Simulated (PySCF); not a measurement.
**CH5AlF3N: energy and gradient calculation**

System: CH5AlF3N.
Method: B3LYP/6-31G*, RKS (PySCF 2.14.0).

The geometry comes from this level: PBE0-D4/def2-TZVP. Figures and captions count atoms from 1; the log counts them from 0 in places.

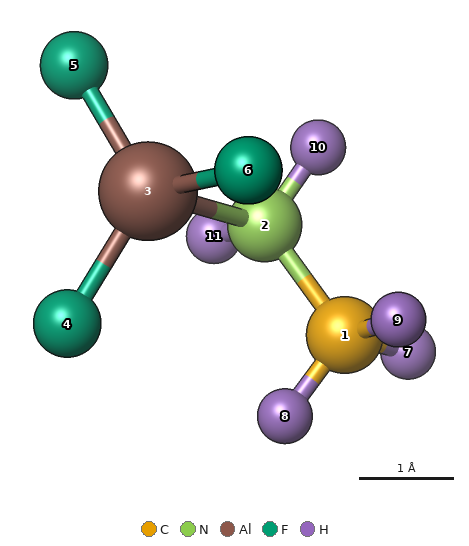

*The input geometry (ball-and-stick view, seen at a tilt; atoms are numbered from 1 in the order of the input). Sticks mark near contacts.*

Bond lengths as drawn: Al–F 1.66 Å, Al–N 1.98 Å, C–H 1.09 Å, C–N 1.48 Å and H–N 1.02 Å.

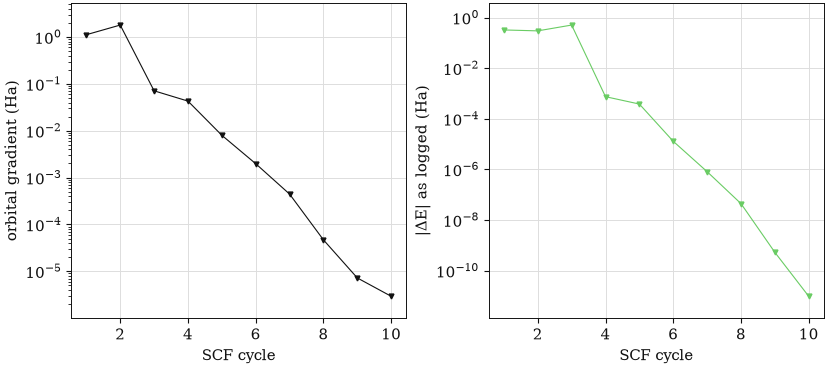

*Convergence of the self-consistent field: orbital gradient and size of the energy change against the SCF cycle.*

The residual falls almost steadily, with no more than small rises.

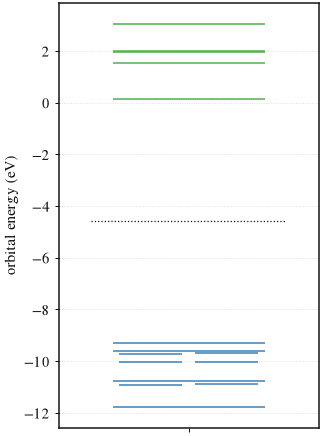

*Orbital energies near the frontier; the dotted line parts filled from empty levels, and levels within 0.02 eV of each other stand side by side.*

Highest filled −9.31 eV, lowest empty 0.15 eV, 9.46 eV apart.

The input and output of the run follow.

**The input (input.py)**
```python
from pyscf import gto, dft

system = gto.M(
    atom='''
C     -0.016900    -1.100700     0.845500
N      0.633100    -0.270100    -0.189000
Al    -0.451800     1.307500    -0.706100
F     -1.826400     0.564400    -1.261900
F      0.525900     2.012300    -1.842900
F     -0.577800     2.084100     0.754000
H      0.595400    -1.962200     1.114900
H     -0.979300    -1.438000     0.463900
H     -0.191400    -0.483500     1.725400
H      1.539500     0.053500     0.138200
H      0.815200    -0.824200    -1.021500
''',
    basis='6-31g*',
    spin=0,
    cart=True,
    max_memory=1860,
    verbose=4,
    charge=0,
)

mf = dft.RKS(system)
mf.xc = 'b3lyp'
mf.conv_tol = 1e-10
mf.grids.level = 5
mf.kernel()
if not mf.converged:
    mf = mf.newton().run(mf.mo_coeff, mf.mo_occ)

energy = mf.e_tot
print('E = %.10f Eh' % energy)
grad = mf.nuc_grad_method().kernel()
dip = mf.dip_moment()
pop, q = mf.mulliken_pop()
```

Command:
```bash
OMP_NUM_THREADS=1 python input.py
```

**The program's output**
```
PySCF version 2.14.0

[INPUT] num. atoms = 11
[INPUT] num. electrons = 58
[INPUT] charge = 0
[INPUT] spin (= nelec alpha-beta = 2S) = 0
[INPUT] symmetry False subgroup None
[INPUT] Mole.unit = angstrom
[INPUT] Cartesian GTO integrals (6d 10f)
[INPUT] Symbol           X                Y                Z      unit          X                Y                Z       unit  Magmom
[INPUT]  1 C     -0.016900000000  -1.100700000000   0.845500000000 AA   -0.031936371505  -2.080021545309   1.597763438320 Bohr   0.0
[INPUT]  2 N      0.633100000000  -0.270100000000  -0.189000000000 AA    1.196385609462  -0.510415026245  -0.357158237543 Bohr   0.0
[INPUT]  3 Al    -0.451800000000   1.307500000000  -0.706100000000 AA   -0.853778263078   2.470816907869  -1.334335616555 Bohr   0.0
[INPUT]  4 F     -1.826400000000   0.564400000000  -1.261900000000 AA   -3.451395793906   1.066561424705  -2.384645396589 Bohr   0.0
[INPUT]  5 F      0.525900000000   2.012300000000  -1.842900000000 AA    0.993806968909   3.802695880462  -3.482576274961 Bohr   0.0
[INPUT]  6 F     -0.577800000000   2.084100000000   0.754000000000 AA   -1.091883754774   3.938378216206   1.424853497922 Bohr   0.0
[INPUT]  7 H      0.595400000000  -1.962200000000   1.114900000000 AA    1.125142934566  -3.708020601622   2.106855656278 Bohr   0.0
[INPUT]  8 H     -0.979300000000  -1.438000000000   0.463900000000 AA   -1.850608793787  -2.717426167125   0.876643949186 Bohr   0.0
[INPUT]  9 H     -0.191400000000  -0.483500000000   1.725400000000 AA   -0.361693580242  -0.913682581227   3.260533455325 Bohr   0.0
[INPUT] 10 H      1.539500000000   0.053500000000   0.138200000000 AA    2.909233368768   0.101100347664   0.261160150415 Bohr   0.0
[INPUT] 11 H      0.815200000000  -0.824200000000  -1.021500000000 AA    1.540504736745  -1.557512271867  -1.930355236243 Bohr   0.0

nuclear repulsion = 330.384762683368
number of shells = 48
number of NR pGTOs = 212
number of NR cGTOs = 104
basis = 6-31g*
ecp = {}

******** <class 'pyscf.dft.rks.RKS'> ********
method = RKS
initial guess = minao
damping factor = 0
level_shift factor = 0
DIIS = <class 'pyscf.scf.diis.CDIIS'>
diis_start_cycle = 1
diis_space = 8
diis_damp = 0
SCF conv_tol = 1e-10
SCF conv_tol_grad = None
SCF max_cycles = 50
direct_scf = True
direct_scf_tol = 1e-13
XC library pyscf.dft.libxc version 7.0.0
    S. Lehtola, C. Steigemann, M. J.T. Oliveira, and M. A.L. Marques.,  SoftwareX 7, 1–5 (2018)
XC functionals = b3lyp
    P. J. Stephens, F. J. Devlin, C. F. Chabalowski, and M. J. Frisch.,  J. Phys. Chem. 98, 11623 (1994)
radial grids:
    Treutler-Ahlrichs [JCP 102, 346 (1995); DOI:10.1063/1.469408] (M4) radial grids

becke partition: Becke, JCP 88, 2547 (1988); DOI:10.1063/1.454033
pruning grids: <function nwchem_prune>
grids dens level: 5
symmetrized grids: False
atomic radii adjust function: <function treutler_atomic_radii_adjust>
small_rho_cutoff = 0
Set gradient conv threshold to 1e-05
Initial guess from minao.
tot grids = 377480
init E= -638.209960704095
  HOMO = -0.374097476377156  LUMO = -0.0611557944177097  gap/eV = 8.51558
cycle= 1 E= -637.886392989036  delta_E= 0.324  |g|= 1.12  |ddm|= 2.81
  HOMO = -0.173905031340227  LUMO = 0.00460743978562217  gap/eV = 4.85757
cycle= 2 E= -637.588580223511  delta_E= 0.298  |g|=  1.8  |ddm|= 2.11
  HOMO = -0.340931289767835  LUMO = 0.00564052998600406  gap/eV = 9.43070
cycle= 3 E= -638.094441269548  delta_E= -0.506  |g|= 0.0711  |ddm|= 1.31
  HOMO = -0.342454525680432  LUMO = 0.00314122055850063  gap/eV = 9.40414
cycle= 4 E= -638.095189135092  delta_E= -0.000748  |g|= 0.0429  |ddm|= 0.0907
  HOMO = -0.34237191096029  LUMO = 0.00582348161461166  gap/eV = 9.47488
cycle= 5 E= -638.095570774904  delta_E= -0.000382  |g|= 0.008  |ddm|= 0.0346
  HOMO = -0.342119689764716  LUMO = 0.00563252019275406  gap/eV = 9.46282
cycle= 6 E= -638.095583706672  delta_E= -1.29e-05  |g|= 0.00198  |ddm|= 0.00728
  HOMO = -0.3421476285019  LUMO = 0.00562950606623769  gap/eV = 9.46350
cycle= 7 E= -638.095584520694  delta_E= -8.14e-07  |g|= 0.000445  |ddm|= 0.00161
  HOMO = -0.342198598554471  LUMO = 0.00562541926749116  gap/eV = 9.46477
cycle= 8 E= -638.095584565079  delta_E= -4.44e-08  |g|= 4.69e-05  |ddm|= 0.000394
  HOMO = -0.342198485105264  LUMO = 0.0056267494585569  gap/eV = 9.46481
cycle= 9 E= -638.095584565606  delta_E= -5.28e-10  |g|= 7.22e-06  |ddm|= 4.95e-05
  HOMO = -0.342198715766269  LUMO = 0.00562689400246796  gap/eV = 9.46482
cycle= 10 E= -638.095584565616  delta_E= -9.66e-12  |g|= 2.93e-06  |ddm|= 7.61e-06
  HOMO = -0.342198488789679  LUMO = 0.00562680093248957  gap/eV = 9.46481
Extra cycle  E= -638.095584565621  delta_E= -5e-12  |g|= 4.51e-06  |ddm|= 4.66e-06
converged SCF energy = -638.095584565621
E = -638.0955845656 Eh

******** <class 'pyscf.grad.rks.Gradients'> for <class 'pyscf.dft.rks.RKS'> ********
unit = Eh/Bohr
grid_response = False
--------------- RKS gradients ---------------
         x                y                z
0 C     0.0026468367     0.0045145857    -0.0050956575
1 N    -0.0016212084    -0.0002015073     0.0011196119
2 Al     0.0024021294    -0.0031955481     0.0008682420
3 F     0.0037117489     0.0021099708     0.0013642884
4 F    -0.0025872219    -0.0021088203     0.0031979876
5 F     0.0003763199    -0.0019164333    -0.0039734515
6 H    -0.0011090935     0.0019355131    -0.0007645489
7 H     0.0014635102    -0.0002440386     0.0014556345
8 H     0.0000797808    -0.0019305031    -0.0007534281
9 H    -0.0042791101    -0.0014123827    -0.0012844728
10 H    -0.0010880507     0.0024939239     0.0038666067
----------------------------------------------
Dipole moment(X, Y, Z, Debye):  3.27877, -5.19514,  1.88597
 ** Mulliken pop  **
pop of  0  C 1s           1.99174
pop of  0  C 2s           0.68183
pop of  0  C 3s           0.61344
pop of  0  C 2px          0.72657
pop of  0  C 2py          0.70776
pop of  0  C 2pz          0.68166
pop of  0  C 3px          0.32820
pop of  0  C 3py          0.29034
pop of  0  C 3pz          0.27631
pop of  0  C 3dxx         0.00410
pop of  0  C 3dxy         0.01022
pop of  0  C 3dxz         0.00823
pop of  0  C 3dyy         0.00209
pop of  0  C 3dyz         0.01362
pop of  0  C 3dzz         0.00133
pop of  1  N 1s           1.99162
pop of  1  N 2s           0.77957
pop of  1  N 3s           0.86938
pop of  1  N 2px          0.85396
pop of  1  N 2py          0.89269
pop of  1  N 2pz          0.80541
pop of  1  N 3px          0.52337
pop of  1  N 3py          0.56277
pop of  1  N 3pz          0.45055
pop of  1  N 3dxx         0.00946
pop of  1  N 3dxy         0.00368
pop of  1  N 3dxz         0.00471
pop of  1  N 3dyy        -0.00163
pop of  1  N 3dyz         0.00935
pop of  1  N 3dzz         0.00845
pop of  2 Al 1s           1.99886
pop of  2 Al 2s           1.98949
pop of  2 Al 3s           0.66449
pop of  2 Al 4s          -0.02755
pop of  2 Al 2px          1.98940
pop of  2 Al 2py          1.98836
pop of  2 Al 2pz          1.99008
pop of  2 Al 3px          0.28154
pop of  2 Al 3py          0.27955
pop of  2 Al 3pz          0.28324
pop of  2 Al 4px          0.08490
pop of  2 Al 4py          0.09449
pop of  2 Al 4pz          0.07588
pop of  2 Al 3dxx        -0.01505
pop of  2 Al 3dxy         0.07980
pop of  2 Al 3dxz         0.08753
pop of  2 Al 3dyy        -0.01550
pop of  2 Al 3dyz         0.07598
pop of  2 Al 3dzz        -0.00936
pop of  3  F 1s           1.99308
pop of  3  F 2s           0.93484
pop of  3  F 3s           0.96889
pop of  3  F 2px          1.09185
pop of  3  F 2py          1.10825
pop of  3  F 2pz          1.11953
pop of  3  F 3px          0.69492
pop of  3  F 3py          0.74234
pop of  3  F 3pz          0.75041
pop of  3  F 3dxx         0.02728
pop of  3  F 3dxy         0.00232
pop of  3  F 3dxz         0.00193
pop of  3  F 3dyy         0.01357
pop of  3  F 3dyz         0.00067
pop of  3  F 3dzz         0.01046
pop of  4  F 1s           1.99310
pop of  4  F 2s           0.93490
pop of  4  F 3s           0.96907
pop of  4  F 2px          1.10242
pop of  4  F 2py          1.11568
pop of  4  F 2pz          1.10140
pop of  4  F 3px          0.72623
pop of  4  F 3py          0.74438
pop of  4  F 3pz          0.71485
pop of  4  F 3dxx         0.01756
pop of  4  F 3dxy         0.00128
pop of  4  F 3dxz         0.00225
pop of  4  F 3dyy         0.01268
pop of  4  F 3dyz         0.00168
pop of  4  F 3dzz         0.02081
pop of  5  F 1s           1.99309
pop of  5  F 2s           0.93484
pop of  5  F 3s           0.96890
pop of  5  F 2px          1.12530
pop of  5  F 2py          1.11350
pop of  5  F 2pz          1.08082
pop of  5  F 3px          0.76207
pop of  5  F 3py          0.74113
pop of  5  F 3pz          0.68448
pop of  5  F 3dxx         0.00763
pop of  5  F 3dxy         0.00053
pop of  5  F 3dxz         0.00152
pop of  5  F 3dyy         0.01378
pop of  5  F 3dyz         0.00256
pop of  5  F 3dzz         0.03019
pop of  6  H 1s           0.52971
pop of  6  H 2s           0.29814
pop of  7  H 1s           0.52341
pop of  7  H 2s           0.25805
pop of  8  H 1s           0.52338
pop of  8  H 2s           0.25801
pop of  9  H 1s           0.49876
pop of  9  H 2s           0.11795
pop of  10  H 1s          0.49877
pop of  10  H 2s          0.11791
 ** Mulliken atomic charges  **
charge of    0C =     -0.33745
charge of    1N =     -0.76333
charge of    2Al =      1.10388
charge of    3F =     -0.46035
charge of    4F =     -0.45830
charge of    5F =     -0.46034
charge of    6H =      0.17214
charge of    7H =      0.21854
charge of    8H =      0.21861
charge of    9H =      0.38329
charge of   10H =      0.38331
```

**Summary**

```tsv
quantity	value
outcome	converged
total energy	−638.095585 hartree
basis functions	104
largest force	0.376 eV/Å
HOMO	−9.31 eV
LUMO	0.15 eV
dipole moment	6.43 D
hardware	1 thread of Intel Xeon @ 2.50GHz (Skylake/Cascade Lake), 189 GiB of memory available, shared host
wall time	97 s
peak memory	1 GiB
```
